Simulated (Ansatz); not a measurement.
## BaTiO3 (P4mm): G0W0 under other settings

A base run on BaTiO3 (P4mm), then changed inputs.

Main program and level: Ansatz 0.2.0; G0W0 on r2SCAN, plane waves, PAW.

The database entry behind the starting cell differs from later determinations by our own check (c/a about 0.6 % short), so it need not match the best structure at ambient conditions.

## 1. The starting structure

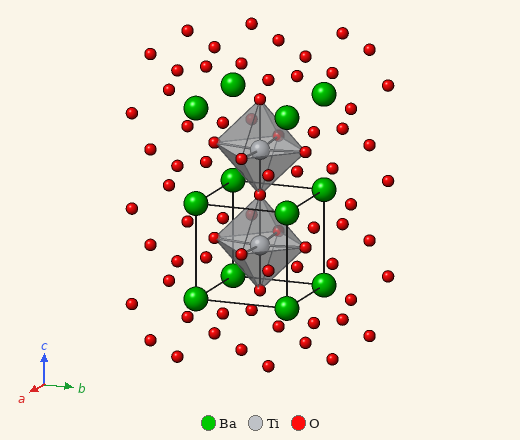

The starting structure, seen slightly off an axis (barium green, titanium light grey, oxygen red). 1×1×2 cells are drawn. Some periodic images of atoms are drawn too.

Coordinates:

```cif
data_structure
_symmetry_space_group_name_H-M 'P 1'
_symmetry_Int_Tables_number 1
_cell_length_a 3.9998
_cell_length_b 3.9998
_cell_length_c 4.0180
_cell_angle_alpha 90.000
_cell_angle_beta 90.000
_cell_angle_gamma 90.000
_cell_volume 64.28
loop_
_atom_site_label
_atom_site_type_symbol
_atom_site_fract_x
_atom_site_fract_y
_atom_site_fract_z
_atom_site_occupancy
Ba1 Ba 0.00000 0.00000 0.00000 1
Ti2 Ti 0.50000 0.50000 0.49000 1
O3 O 0.50000 0.50000 0.01900 1
O4 O 0.50000 0.00000 0.51700 1
O5 O 0.00000 0.50000 0.51700 1
```

The cell and positions come from the Crystallography Open Database and are kept as given unless a step says otherwise. Spin-orbit coupling is left out unless a step names it. The default PAW set here is soft_2. Its files were made with PBE.

## 2. The base run: 4×4×4 mesh, 236 empty bands, screening to 138 eV

Now the one-shot GW correction: screening in the RPA, then the self-energy of the levels asked for.

File input.yaml:

```yaml
crystal:
  lattice:
    - [3.9998, 0.0, 0.0]
    - [0.0, 3.9998, 0.0]
    - [0.0, 0.0, 4.018]
  atoms:
    - { symbol: Ba, position: [0.0, 0.0, 0.0] }
    - { symbol: Ti, position: [0.5, 0.5, 0.49] }
    - { symbol: O, position: [0.5, 0.5, 0.019] }
    - { symbol: O, position: [0.5, 0.0, 0.517] }
    - { symbol: O, position: [0.0, 0.5, 0.517] }
kpoints:
  mp_grid: { grid: [4, 4, 4] }
hamiltonian:
  xc: r2scan
scf:
  occupations: { method: fixed }
gw:
  n_empty_bands: 236
  ecut_chi: 138
  qp_bands: [v2, c2]
  qp_kpoints: band_edges
  screening: { model: contour_deformation }
```

Started as:

```bash
> ansatz run input.yaml --threads 2 --pin off --max-ram 92160MiB --backend cuda --events-out ev --progress --plain --runs-dir out --devices 1 --max-vram 13GiB  # rebuilt from the run's record
```

Numbers of over 12 decimals in the logs are rounded to 6 here.

The program printed:

```text
GPUs: using 1 of 1 available (devices: 1).
Engine: ansatz 0.2.0, x86_64-unknown-linux-gnu
Pseudopotentials: kind: paw
Pseudopotential: Ba, paw, valence charge 10, recommended cutoff 500 eV (meta_gga), Ba.paw.azcp
Pseudopotential: Ti, paw, valence charge 12, recommended cutoff 500 eV (meta_gga), Ti.paw.azcp
Pseudopotential: O, paw, valence charge 6, recommended cutoff 500 eV (meta_gga), O.paw.azcp
Functional definition: r2SCAN
  parameter k0 = 0.174
  parameter k1 = 0.065
  parameter a1 = 4.9479
  exchange = r2scan_x(k0 = k0, k1 = k1, a1 = a1)
  correlation = r2scan_c
device memory: the entry about to start is reckoned to put 1.0 GiB on a device that reports 55.9 GiB free (of which the cap on the GPU budget leaves the run 13.0 GiB)
GPU FFT provider: cuFFT
GPU libraries: cuBLAS 13.8.2, cuFFT 12.4.0, cuSOLVER 12.3.4
Crystal: 5 atoms, lattice volume = 64.282 Å³
Basis set: ecut = 500 eV, 1647 PW (Γ), exchange–correlation on 120×120×120 points (64 copies of the dense FFT grid, shifted against one another)
Bands: 25, of which v1, the nominal top of the filled ones, is band 20 counted from 1 (19 counted from 0)
Symmetry: 8 space group operations
Space group: P4mm (ITA 99), of the structure as read, at distance tolerance 4.0e-5 Å
k-points: 18 of 64 (time reversal used)
Non-local potential: Ba, projectors of the file, l = 0: 3, l = 1: 2, l = 2: 2, l = 3: 2
Non-local potential: Ti, projectors of the file, l = 0: 3, l = 1: 2, l = 2: 3, l = 3: 1
Non-local potential: O, projectors of the file, l = 0: 2, l = 1: 2, l = 2: 1
PAW form: soft (Blöchl's): semilocal exchange-correlation on the pseudo side does not see the compensation charge
PAW frozen core: Ba, regenerated for the run's functional (the file was generated under x = pbe(κ = 0.804, μ = 0.219515), c = pbe(β = 0.066725))
PAW frozen core: Ti, regenerated for the run's functional (the file was generated under x = pbe(κ = 0.804, μ = 0.219515), c = pbe(β = 0.066725))
PAW frozen core: O, regenerated for the run's functional (the file was generated under x = pbe(κ = 0.804, μ = 0.219515), c = pbe(β = 0.066725))
PAW one-centre angular grid: Ba, 302 points (default); XC on 160 Gauss nodes
PAW one-centre angular grid: Ti, 590 points (default); XC on 160 Gauss nodes
PAW one-centre angular grid: O, 302 points (default); XC on 160 Gauss nodes
Initial density: superposition of atomic densities (neutral atoms: chi_scale 0, normalization atom), corrected by the library's trained network
Initial wavefunctions: pseudopotential atomic-orbital guess
GPU buffer pool allocated for 27000 grid points (all kernels)
GPU transforms: local potential and band sums: pruned to the plane-wave sphere, on 30×30×30
Functional: x = r2scan, c = r2scan; τ floored in thin density (d = 2e-4 eV/Å³)
[...]
E_aug_tail   = 0.003065  (compensation charges beyond the density's cutoff)
  E_vtau       = 36.753319  (kinetic-family band-sum trace: ∫τ·v_τ [+ j·A + Jᵃ·Aᵃ] dr)
  E_ewald      = -2816.377938
  E_core_change = -0.278864  (= ΣΔE_core)
  E_smearing   = -0.000000  (= −TS)
  E_closure    = 0.000000  (closes the sum)
  Σ components = -10183.797257   (vs F -10183.797257, Δ=0.00e0)
--- Band table (eV; the first three rows and the last of 18) ---
  k-point 0: bands = [... 16 lower, 8.8067, 9.7125, 9.7373, 9.7373, 12.1707, 12.3742, 12.3742, 14.2958, ... 1 higher]
  k-point 1: bands = [... 16 lower, 8.4217, 8.7518, 9.5023, 9.5023, 12.2296, 13.1869, 13.1869, 14.2953, ... 1 higher]
  k-point 2: bands = [... 16 lower, 8.0913, 8.1031, 9.3014, 9.3014, 12.2905, 13.9016, 13.9016, 14.2962, ... 1 higher]
  k-point 17: bands = [... 16 lower, 7.6144, 9.9071, 9.9071, 9.9935, 14.5285, 14.5285, 14.5316, 17.2631, ... 1 higher]
--- G₀W₀: contour deformation, 7 samples at zero and on the imaginary axis and 1 off it, 64 q-points, 236 empty bands' worth ---
  eigenvalues of the whole cell's RPA ε∞ on this k-mesh (on a slab, of 1 + 4πα/V) = 5.4545, 5.7239, 5.7239; static W/v taken at q = 0 is 0.177487
  bands read: the sum over 256 bands ends inside a degenerate multiplet in 3 slots, whose members it reads at an even weight; the widest, k=0: bands 256 to 257 (counted from 1) at 1/2 each
  gw.qp_kpoints: band_edges: 12 of 18 stored k-points solved, in 1 pass; an edge of the gap read off the rows below is read off those points alone
    valence top: of the k-points left out ik 13 came nearest to being solved in a further pass, in band 20 (counted from 1, as in the quasiparticle table): it holds the edge there only if its correction is more favourable than any solved in that band by at least 0.516 eV; those differ by 0.062 eV
    conduction bottom: of the k-points left out ik 4 came nearest to being solved in a further pass, in band 21 (counted from 1, as in the quasiparticle table): it holds the edge there only if its correction is more favourable than any solved in that band by at least 0.908 eV; those differ by 0.128 eV
    ik  band        ε_KS         Σx   Σc(E_QP)       V_xc       Z   E_QP_lin       E_QP  E_QP is
     0    19      9.7373   -25.7846     4.1652   -21.5531  0.7341     9.6709     9.6710  root
     0    20      9.7373   -25.7846     4.1652   -21.5531  0.7341     9.6709     9.6710  root
     0    21     12.1707   -12.5249    -6.5131   -20.0190  0.7392    13.1700    13.1517  root
     0    22     12.3742   -12.9577    -6.2552   -20.2167  0.7383    13.3970    13.3779  root
     1    19      9.5023   -25.7349     4.2897   -21.3633  0.7318     9.4203     9.4204  root
     1    20      9.5023   -25.7349     4.2897   -21.3633  0.7318     9.4203     9.4204  root
     1    21     12.2296   -12.6390    -6.5973   -20.2352  0.7368    13.2478    13.2284  root
     1    22     13.1869   -13.9822    -6.4857   -21.5383  0.7192    14.2837    14.2572  root
[...]
17    19      9.9071   -25.8971     4.6176   -21.2205  0.7256     9.8480     9.8480  root
    17    20      9.9935   -25.9327     4.6432   -21.2429  0.7243     9.9469     9.9469  root
    17    21     14.5285   -14.6045    -7.6092   -23.3164  0.6789    15.6746    15.6312  root
    17    22     14.5285   -14.6045    -7.6092   -23.3164  0.6789    15.6746    15.6312  root
[key lines of the parts left out:]
SCF converged after 9 iterations
Free energy (F): -10183.797257 eV
Fermi energy:    9.993473 eV
```

Wall time 15 s (1 × NVIDIA H100 80GB HBM3 (shared by 6 runs) with 2 threads of AMD EPYC 7R13 (Zen 3), shared host); peak memory 1.4 GiB; 16 s of CPU time.

Numbers from this step:

```yaml
bands_summed: 256
rpa_eps_infinity_on_this_mesh_eigenvalues: 5.455, 5.724, 5.724
plane_waves_in_the_screening_matrix: 251
q_points_in_the_mesh: 64
g0w0_gap_on_the_mesh: 3.205 eV
k_of_the_valence_top: -0.5, -0.5, -0.5
k_of_the_conduction_bottom: 0, 0, 0
starting_gap_on_the_mesh: 2.177 eV
z_at_the_valence_top: 0.7243
z_at_the_conduction_bottom: 0.7392
least_direct_g0w0_gap_on_the_computed_points: 3.481 eV
```

The gap on the mesh goes from 2.18 eV to 3.20 eV, a correction of +1.03 eV. Between the two edge states, bare exchange in place of the xc potential would open the gap by 12.18 eV, and correlation takes back 11.16 eV.

## 3. Variant: coarser q mesh

input.yaml: that of step 2 with these lines changed.

```diff
@@ -18,4 +18,4 @@
 gw:
-  n_empty_bands: 236
-  ecut_chi: 138
+  n_empty_bands: 145
+  ecut_chi: 100
   qp_bands: [v2, c2]
@@ -23 +23,2 @@
   screening: { model: contour_deformation }
+  q_mesh: [2, 2, 2]
```

The program printed:

```text
GPUs: using 1 of 1 available (devices: 1).
[...]
GPU FFT provider: cuFFT
GPU libraries: cuBLAS 13.8.2, cuFFT 12.4.0, cuSOLVER 12.3.4
Crystal: 5 atoms, lattice volume = 64.282 Å³
Basis set: ecut = 500 eV, 1647 PW (Γ), exchange–correlation on 120×120×120 points (64 copies of the dense FFT grid, shifted against one another)
Bands: 25, of which v1, the nominal top of the filled ones, is band 20 counted from 1 (19 counted from 0)
[... 1 set-up line as in the run before ...]
[...]
k-points: 18 of 64 (time reversal used)
[...]
GPU buffer pool allocated for 27000 grid points (all kernels)
[...]
SCF iter   1: F=—  HF=-10183.702819 eV  |F-HF|=—  |Δ(HF+E_count)|=         —  Δρ=2.18e-2  dr2=3.87e-1  dr2_τ=2.42e-1  ethr=1.77e-3  ⟨swp⟩=4.4  Hψ=1924  notcnv=0  defer=23
[...]
SCF iter   9: F=-10183.797257 eV  HF=-10183.797257 eV  |F-HF|=8.36e-9  |Δ(HF+E_count)|=   2.19e-8  Δρ=3.82e-6  dr2=1.01e-8  dr2_τ=1.98e-10  ethr=2.50e-10  ⟨swp⟩=7.1  Hψ=1801  notcnv=0
SCF 1 converged in 9 iterations: F = -10183.797257 eV  dr2 = 1.01e-8
[...]
NSCF: frozen V_eff on 18 k-points, pencils in batches of 32, up to order 100
[...]
NSCF: frozen V_eff on 18 k-points
G₀W₀ screening: q 1/6
[... further progress lines ...]
SCF converged after 9 iterations
Free energy (F): -10183.797257 eV
[...]
Internal energy: -10183.797257 eV  (E = F + TS)
E sigma→0 (E₀):  -10183.797257 eV
Fermi energy:    9.993473 eV
[...]
--- Band table (eV; the first three rows and the last of 18) ---
  k-point 0: bands = [... 16 lower, 8.8067, 9.7125, 9.7373, 9.7373, 12.1707, 12.3742, 12.3742, 14.2958, ... 1 higher]
  k-point 1: bands = [... 16 lower, 8.4217, 8.7518, 9.5023, 9.5023, 12.2296, 13.1869, 13.1869, 14.2953, ... 1 higher]
  k-point 2: bands = [... 16 lower, 8.0913, 8.1031, 9.3014, 9.3014, 12.2905, 13.9016, 13.9016, 14.2962, ... 1 higher]
  k-point 17: bands = [... 16 lower, 7.6144, 9.9071, 9.9071, 9.9935, 14.5285, 14.5285, 14.5316, 17.2631, ... 1 higher]
[...]
0    19      9.7373   -26.2845     4.7377   -21.5531  0.7302     9.7437     9.7437  root
     0    20      9.7373   -26.2845     4.7377   -21.5531  0.7302     9.7437     9.7437  root
     0    21     12.1707   -12.1069    -6.6934   -20.0190  0.7349    13.4242    13.3894  root
     0    22     12.3742   -12.6166    -6.3729   -20.2167  0.7346    13.6362    13.6013  root
     1    19      9.5023   -26.1817     4.8188   -21.3633  0.7284     9.5027     9.5027  root
     1    20      9.5023   -26.1817     4.8188   -21.3633  0.7284     9.5027     9.5027  root
     1    21     12.2296   -12.2453    -6.7759   -20.2352  0.7326    13.4786    13.4436  root
     1    22     13.1869   -13.8535    -6.3990   -21.5383  0.7201    14.5148    14.4725  root
[...]
17    19      9.9071   -26.0953     4.9345   -21.2205  0.7246     9.9667     9.9668  root
    17    20      9.9935   -26.1672     4.9867   -21.2429  0.7235    10.0559    10.0560  root
    17    21     14.5285   -14.5975    -7.3772   -23.3164  0.6837    15.9384    15.8702  root
    17    22     14.5285   -14.5975    -7.3772   -23.3164  0.6837    15.9384    15.8702  root
```

Elapsed: 8.5 s, on 1 × NVIDIA H100 80GB HBM3 (shared by 6 runs) with 2 threads; peak memory 1.2 GiB; 8.1 s of CPU time.

Against the base:

| setting | base | variant |
| --- | --- | --- |
| empty bands | 236 | 145 |
| screening cutoff (eV) | 138 | 100 |
| q mesh | - | [2, 2, 2] |

| quantity | variant | base |
| --- | --- | --- |
| starting gap on the mesh | 2.177 | 2.177 |
| G0W0 gap on the mesh | 3.333 | 3.205 |
| least direct G0W0 gap on the computed points | 3.646 | 3.481 |
| Z at the valence top | 0.724 | 0.724 |
| Z at the conduction bottom | 0.735 | 0.739 |

## 4. Summary of results

| Quantity | Value |
| --- | --- |
| base | 3.20 eV, 15 s |
| coarser q mesh | 3.33 eV, 8.5 s |

**Reading.** Coarser q mesh: the gap moves by +0.13 eV; such settings are too crude to quote. The variant differs from the base in empty bands, screening cutoff and q mesh together, so the change can't be laid to one of them. All runs here use a coarse mesh and modest cutoffs; they test settings and are not final values. The 4×4×4 mesh is coarse for this cell (its supercell is 16 Å along the shortest edge). The RPA ε∞ on it, from the r2SCAN start, is 5.45 and 5.72; such meshes misread the long-range screening, most where the gap is narrow. The many-body steps are scalar-relativistic: spin-orbit coupling is not in them.

[Paths, hosts, dates, memory and timing lines, banners, echoed tables and standing remarks are left out of the program output.]

[Logs are printed without paths, hosts, clocks, repeated set-up lines and the standing remarks that a program may print on its own settings, such as how far it seeks lower states.]

[Runs of the session that timed out or met a known fault of the program may be left out.]

[Cells called generated may have been cut or substituted from an entry of the Crystallography Open Database or the Materials Project.]

[Hosts, paths, dates, database ids (printed as entryN), source tags and the programs' standing remarks are cut or masked in the printed files.]
